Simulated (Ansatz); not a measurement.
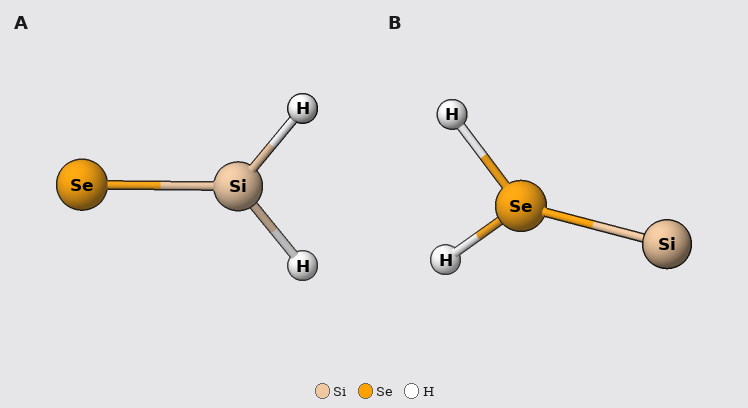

2 stationary structures of one formula. Geometries: PBE-D4/def2-SVP. Electronic energies: PBE-D4/def2-SVP (Ansatz 0.2.0), without zero-point energy. No frequency run is at hand to confirm each as a minimum.

Which is lowest in energy, and by how much?

Answer. A is lowest; B lies 317.7 kJ/mol above it.
